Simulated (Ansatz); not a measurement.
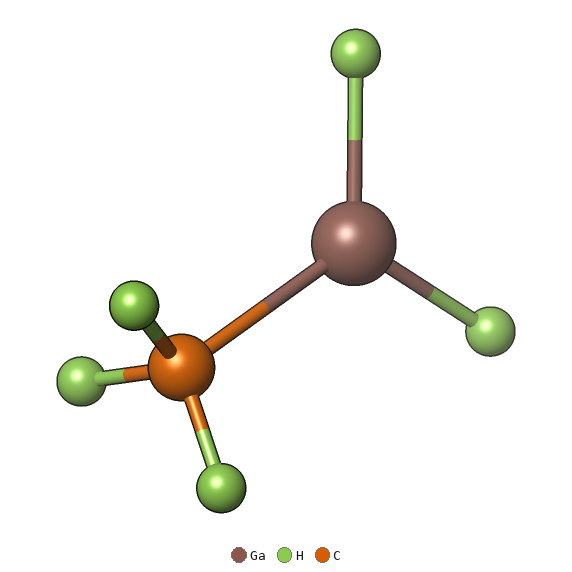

Ball-and-stick drawing of a structure.

The geometry was computed by an optimisation with PBE0-D4/def2-TZVP.

Which formula does it have?

CH₅Ga, 7 atoms: 1 carbon, 5 hydrogen and 1 gallium.

How many bonds of each kind are drawn?

3 C–H, 2 Ga–H, 1 C–Ga. Sticks follow a distance rule.

Which point group does it belong to?

Cs.

How many sets of symmetry-equivalent atoms are there?

5: 1 Ga, 2 H, 1 C, 2 H, 1 H.

More results for the same structure follow; atom numbers are the same in all pictures, views and colours differ.

**Vibrations**

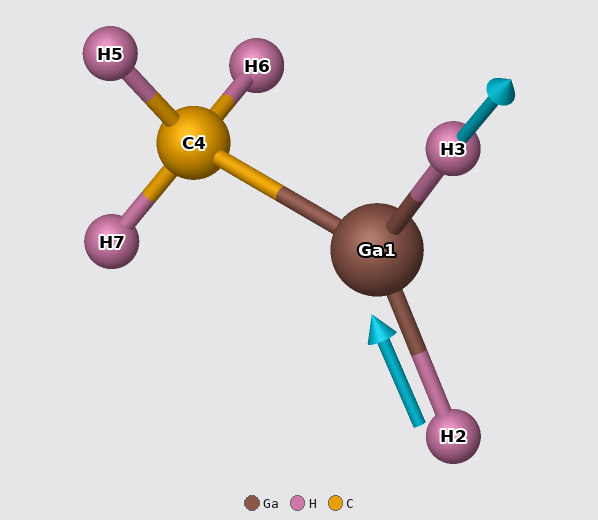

The arrows show one normal mode. Harmonic vibrations computed with RKS PBE0-D4/def2-TZVP (Ansatz 0.2.0) at a stationary point of the same level.

Describe the motion.

Mostly out-of-phase stretching of 2 Ga–H bonds.

Estimate its harmonic wavenumber.

1950 cm⁻¹; it is mode 11 of 15 counted from the lowest.

**Electronic properties**

Level of theory: RKS PBE0-D4/def2-TZVPP (Ansatz 0.2.0).

Give the dispersion correction at this level.

−7.2 kJ/mol.

Estimate the HOMO energy (Kohn–Sham orbital).

−8.03 eV.

Estimate the LUMO energy (Kohn–Sham orbital).

−1.38 eV.

**Charges**

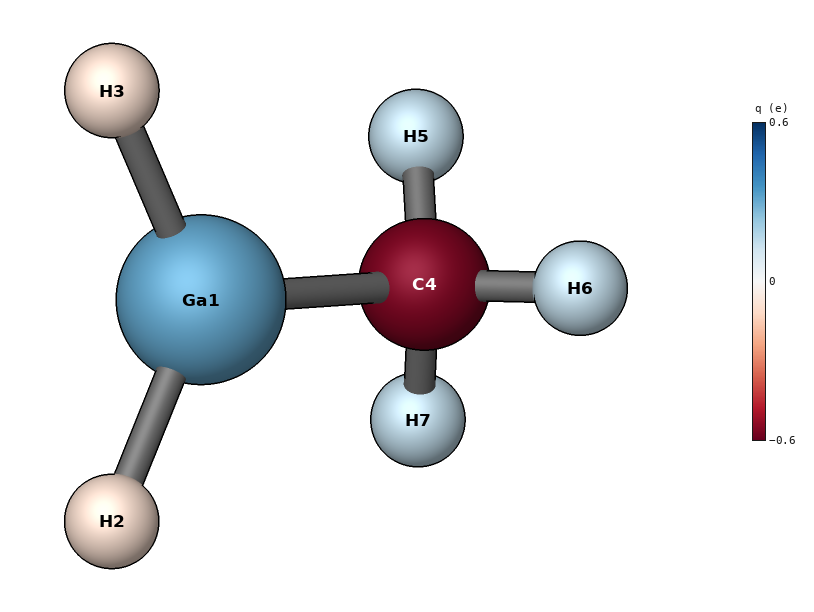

Atoms are coloured by their Mulliken charges. Level of theory: RKS PBE0-D4/def2-TZVP (Ansatz 0.2.0).

Which atom carries the highest charge (most positive or least negative)?

Ga1 (0.31 e).

And the lowest?

C4 (−0.56 e).

Give the Mulliken charges atom by atom.

```csv
atom,value (e)
Ga1,0.31
H2,−0.09
H3,−0.09
C4,−0.56
H5,0.15
H6,0.14
H7,0.15
```

Mulliken values depend strongly on the basis set and can even reverse the polarity of a bond.
